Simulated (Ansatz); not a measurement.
Run report: C₂H₇AlFN (charge +1), geometry relaxation (part 1 of 2)

- system: C₂H₇AlFN, charge +1, multiplicity 2
- method: B3LYP/STO-3G, UKS, dispersion D3(BJ)-ATM (Ansatz 0.2.0)

The starting geometry was optimised with B3LYP-D3(BJ)-ATM/STO-3G. Figures and captions count atoms from 1; the log counts them from 0 in places.

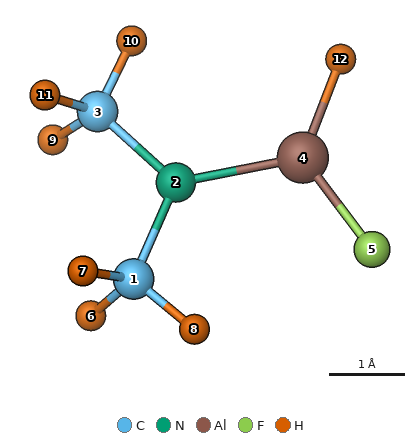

*The structure as given in the input (ball-and-stick view, seen at a tilt; atoms are numbered from 1 in the order of the input). Sticks mark near contacts.*

Bond lengths as drawn: Al–F 1.63 Å, Al–H 1.49 Å, Al–N 1.75 Å, C–H 1.10 to 1.11 Å and C–N 1.48 to 1.49 Å.

Summary:

| quantity | value |
| --- | --- |
| outcome | converged |
| total energy | −471.297195 hartree |
| SCF energy | −471.283056 hartree |
| dispersion energy | −0.014139 hartree |
| basis functions | 36 |
| largest force | 0.008 eV/Å |
| ⟨S²⟩ | 0.754 |
| SCF solution under orbital rotations | stable |
| hardware | 1 thread of Intel Xeon @ 2.50GHz (Skylake/Cascade Lake), 12 GiB of memory available, shared host |
| wall time | 40 s |
| peak memory | 0.19 GiB |

The input:
```yaml
crystal:
  periodic: [false, false, false]
  atoms:
    - {symbol: C, position_ang: [-1.086421, -0.879717, 0.290186]}
    - {symbol: "N", position_ang: [0.013189, 0.069444, -0.023081]}
    - {symbol: C, position_ang: [1.305451, -0.366625, 0.563513]}
    - {symbol: Al, position_ang: [-0.215617, 1.517922, -0.970515]}
    - {symbol: F, position_ang: [-1.745493, 1.748428, -1.489931]}
    - {symbol: H, position_ang: [-1.254576, -0.983212, 1.383343]}
    - {symbol: H, position_ang: [-0.888278, -1.898866, -0.104838]}
    - {symbol: H, position_ang: [-2.025355, -0.515127, -0.165230]}
    - {symbol: H, position_ang: [1.258472, -0.444977, 1.670785]}
    - {symbol: H, position_ang: [2.096290, 0.361887, 0.310017]}
    - {symbol: H, position_ang: [1.624985, -1.360401, 0.183120]}
    - {symbol: H, position_ang: [0.928226, 2.432093, -1.251785]}
basis:
  gaussian: {orbitals: STO-3G}
relax: {}
magnetization: {spin_polarized: true, initial_magnetization: 1}
total_charge: 1
hamiltonian: {xc: {name: B3LYP}, dispersion: d3bjatm}
```

Launched with:
```bash
ansatz run job.yaml --threads 1 --pin off --max-ram 2610MiB --events-out events.jsonl --progress --plain --runs-dir runs
```

Log:
```
The last accepted step is kept in runs//last_step.txt (removed where the run ends without a failure and the disk answers)
Functional definition: B3LYP
  name "B3LYP"
  parameter a0 = 0.2
  parameter ax = 0.72
  parameter ac = 0.81
  exchange = (1 - a0 - ax)*slater_x + ax*b88_x + a0*exact_x
  correlation = (1 - ac)*vwn_rpa_c + ac*lyp_c
520 factors; integrals over basis functions are off by at most 2.1e-5 eV
mean field evaluation 1: about -12820.4197 eV, gradient 1.9e1 eV
mean field evaluation 2: about -12780.8255 eV, gradient 8.9e1 eV
mean field evaluation 4: about -12823.7497 eV, gradient 5.0e0 eV
mean field evaluation 8: about -12823.8464 eV, gradient 9.2e-2 eV
mean field evaluation 16: about -12823.8465 eV, gradient 3.0e-5 eV
mean field -12823.84646416 eV, -471.2676652425 hartree, gradient 3.0e-5 eV, S^2 0.756310; 2 other end points of the search recorded, 0 dependent functions left out
the calculation of the forces begins
reference -12823.84666679 eV, -471.2676726891 hartree; 24, 23 occupied and 12, 13 virtual orbitals, 520 factors
relax step   1: F+E_penalty+E_count = -12824.23855466 eV  Δ(F+E_penalty+E_count) = +0.000e0 eV  max|allowed force component| = 3.575e0 eV/Å  Δτ_max = 0.0000 Å  (36 SCF iters, accepted)
these checks for a lower state are left out or cut short: starts, cluster_reference, orbital_swaps, neighbouring_geometries, increment
520 factors; integrals over basis functions are off by at most 1.8e-5 eV
mean field -12824.11507352 eV, -471.2775364545 hartree, gradient 1.1e-5 eV, S^2 0.755149; 0 other end points of the search recorded, 0 dependent functions left out
the calculation of the forces begins
reference -12824.11527646 eV, -471.2775439122 hartree; 24, 23 occupied and 12, 13 virtual orbitals, 520 factors
relax step   2: F+E_penalty+E_count = -12824.50472766 eV  Δ(F+E_penalty+E_count) = -2.662e-1 eV  max|allowed force component| = 2.005e0 eV/Å  Δτ_max = 0.0427 Å  (31 SCF iters, accepted)
these checks for a lower state are left out or cut short: starts, cluster_reference, orbital_swaps, neighbouring_geometries, increment
520 factors; integrals over basis functions are off by at most 1.6e-5 eV
mean field evaluation 32: about -12824.2525 eV, gradient 6.7e-3 eV
mean field -12824.25253486 eV, -471.2825880654 hartree, gradient 1.6e-5 eV, S^2 0.754367; 0 other end points of the search recorded, 0 dependent functions left out
the calculation of the forces begins
reference -12824.25273941 eV, -471.2825955827 hartree; 24, 23 occupied and 12, 13 virtual orbitals, 520 factors
relax step   3: F+E_penalty+E_count = -12824.63659713 eV  Δ(F+E_penalty+E_count) = -1.319e-1 eV  max|allowed force component| = 4.320e-1 eV/Å  Δτ_max = 0.0859 Å  (30 SCF iters, accepted)
these checks for a lower state are left out or cut short: starts, cluster_reference, orbital_swaps, neighbouring_geometries, increment
520 factors; integrals over basis functions are off by at most 1.6e-5 eV
mean field -12824.25658992 eV, -471.2827370864 hartree, gradient 2.3e-5 eV, S^2 0.754184; 0 other end points of the search recorded, 0 dependent functions left out
the calculation of the forces begins
reference -12824.25679410 eV, -471.2827445896 hartree; 24, 23 occupied and 12, 13 virtual orbitals, 520 factors
relax step   4: F+E_penalty+E_count = -12824.64117160 eV  Δ(F+E_penalty+E_count) = -4.574e-3 eV  max|allowed force component| = 1.171e-1 eV/Å  Δτ_max = 0.1003 Å  (29 SCF iters, accepted)
these checks for a lower state are left out or cut short: starts, cluster_reference, orbital_swaps, neighbouring_geometries, increment
520 factors; integrals over basis functions are off by at most 1.4e-5 eV
mean field -12824.26473737 eV, -471.2830364996 hartree, gradient 1.6e-5 eV, S^2 0.754223; 0 other end points of the search recorded, 0 dependent functions left out
the calculation of the forces begins
reference -12824.26494304 eV, -471.2830440577 hartree; 24, 23 occupied and 12, 13 virtual orbitals, 520 factors
relax step   5: F+E_penalty+E_count = -12824.64872710 eV  Δ(F+E_penalty+E_count) = -7.555e-3 eV  max|allowed force component| = 5.428e-2 eV/Å  Δτ_max = 0.0731 Å  (27 SCF iters, accepted)
these checks for a lower state are left out or cut short: starts, cluster_reference, orbital_swaps, neighbouring_geometries, increment
520 factors; integrals over basis functions are off by at most 1.4e-5 eV
mean field -12824.26491433 eV, -471.2830430027 hartree, gradient 1.5e-5 eV, S^2 0.754213; 0 other end points of the search recorded, 0 dependent functions left out
the calculation of the forces begins
reference -12824.26512020 eV, -471.2830505683 hartree; 24, 23 occupied and 12, 13 virtual orbitals, 520 factors
relax step   6: F+E_penalty+E_count = -12824.64938659 eV  Δ(F+E_penalty+E_count) = -6.595e-4 eV  max|allowed force component| = 2.561e-2 eV/Å  Δτ_max = 0.0184 Å  (29 SCF iters, accepted)
these checks for a lower state are left out or cut short: starts, cluster_reference, orbital_swaps, neighbouring_geometries, increment
520 factors; integrals over basis functions are off by at most 1.5e-5 eV
mean field -12824.26478813 eV, -471.2830383648 hartree, gradient 1.5e-5 eV, S^2 0.754210; 0 other end points of the search recorded, 0 dependent functions left out
the calculation of the forces begins
reference -12824.26499425 eV, -471.2830459397 hartree; 24, 23 occupied and 12, 13 virtual orbitals, 520 factors
relax step   7: F+E_penalty+E_count = -12824.64960312 eV  Δ(F+E_penalty+E_count) = -2.165e-4 eV  max|allowed force component| = 4.279e-2 eV/Å  Δτ_max = 0.0237 Å  (29 SCF iters, accepted)
these checks for a lower state are left out or cut short: starts, cluster_reference, orbital_swaps, neighbouring_geometries, increment
520 factors; integrals over basis functions are off by at most 1.5e-5 eV
mean field evaluation 64: about -12824.2643 eV, gradient 2.2e-1 eV
mean field -12824.26500197 eV, -471.2830462233 hartree, gradient 1.9e-5 eV, S^2 0.754211; 0 other end points of the search recorded, 0 dependent functions left out
the calculation of the forces begins
reference -12824.26520820 eV, -471.2830538022 hartree; 24, 23 occupied and 12, 13 virtual orbitals, 520 factors
relax step   8: F+E_penalty+E_count = -12824.64977848 eV  Δ(F+E_penalty+E_count) = -1.754e-4 eV  max|allowed force component| = 1.996e-2 eV/Å  Δτ_max = 0.0085 Å  (23 SCF iters, accepted)
these checks for a lower state are left out or cut short: starts, cluster_reference, orbital_swaps, neighbouring_geometries, increment
520 factors; integrals over basis functions are off by at most 1.5e-5 eV
mean field -12824.26506035 eV, -471.2830483689 hartree, gradient 1.3e-5 eV, S^2 0.754210; 0 other end points of the search recorded, 0 dependent functions left out
the calculation of the forces begins
reference -12824.26526659 eV, -471.2830559478 hartree; 24, 23 occupied and 12, 13 virtual orbitals, 520 factors
relax step   9: F+E_penalty+E_count = -12824.64979706 eV  Δ(F+E_penalty+E_count) = -1.858e-5 eV  max|allowed force component| = 7.318e-3 eV/Å  Δτ_max = 0.0042 Å  (22 SCF iters, accepted)
```

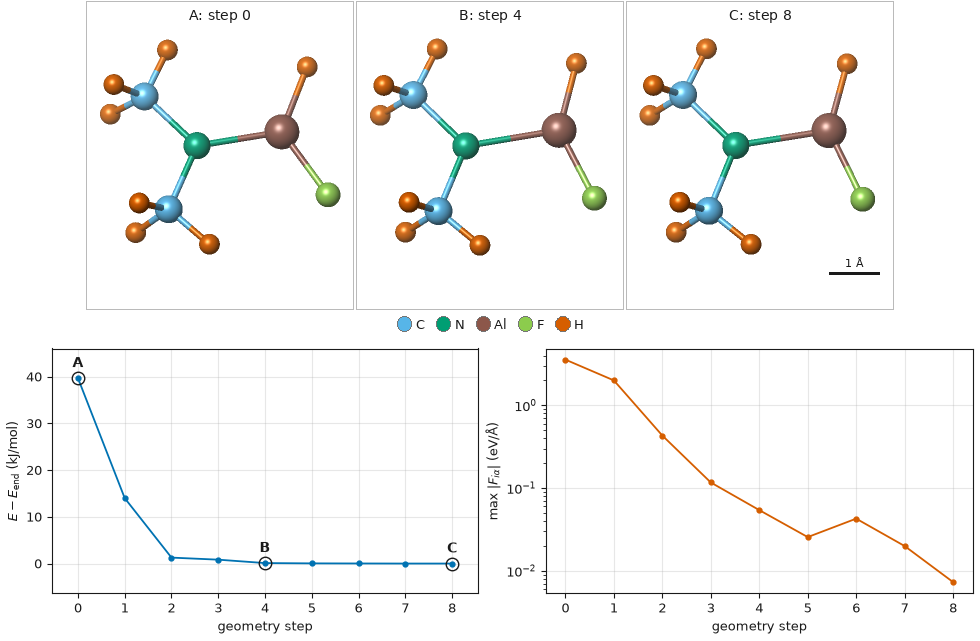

*Frames of the relaxation (ball-and-stick view, seen at a tilt) above the curves, on which the letters mark them (the first geometry is step 0 here and step 1 in the log).*

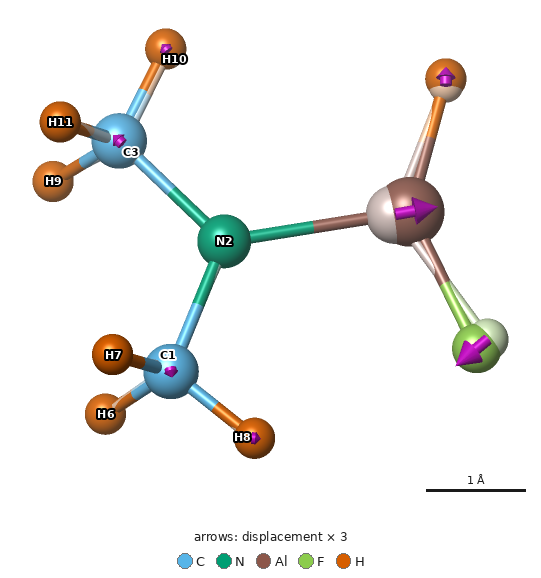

*Start (faint) and end (solid) with the displacements as pink arrows, magnified 3 times (ball-and-stick view, seen at a tilt). The two geometries are laid on each other by the best rigid fit.*

The largest moves after the best rigid fit, 0.15 Å, are those of Al4 and F5. Largest moves by element: Al 0.15 Å, F 0.15 Å, H 0.07 Å, C 0.04 Å, N 0.02 Å. Distances before and after: N2–Al4 1.746 → 1.916 Å, C1–N2 1.486 → 1.511 Å, N2–C3 1.485 → 1.509 Å, Al4–F5 1.632 → 1.614 Å. Among the angles that change: F5–Al4–H12 124.9° → 140.6°, N2–Al4–F5 114.4° → 104.6°, N2–Al4–H12 120.7° → 114.8°. Over 8 geometry steps the energy falls by 39.7 kJ/mol. The largest force component goes from 3.6 to 0.0073 eV/Å. (Atoms are counted from 1 in the order of the input.)

```
520 factors; integrals over basis functions are off by at most 1.5e-5 eV
mean field -12824.26506035 eV, -471.2830483689 hartree, gradient 1.3e-5 eV, S^2 0.754210; 1 other end points of the search recorded, 0 dependent functions left out
the calculation of the forces begins
reference -12824.26526659 eV, -471.2830559478 hartree; 24, 23 occupied and 12, 13 virtual orbitals, 520 factors
Total energy: -12824.65000330 eV, -471.2971947612 hartree
Atom 0 at    -1.119677    -0.887253     0.286310 Å, force     0.007318     0.002995    -0.000472 eV/Å
Atom 1 at     0.024855     0.052908    -0.009976 Å, force    -0.002752    -0.005211     0.002249 eV/Å
Atom 2 at     1.344209    -0.379064     0.581162 Å, force     0.001135     0.000336    -0.000152 eV/Å
Atom 3 at    -0.232939     1.640338    -1.050623 Å, force     0.006079     0.001977     0.000285 eV/Å
Atom 4 at    -1.802441     1.629614    -1.428182 Å, force    -0.004201    -0.000356    -0.000999 eV/Å
Atom 5 at    -1.248609    -0.968052     1.384890 Å, force    -0.000727    -0.000461     0.002613 eV/Å
Atom 6 at    -0.878426    -1.891867    -0.116944 Å, force    -0.000303    -0.002219    -0.000710 eV/Å
Atom 7 at    -2.038121    -0.491053    -0.183753 Å, force    -0.003357     0.001923    -0.002001 eV/Å
```
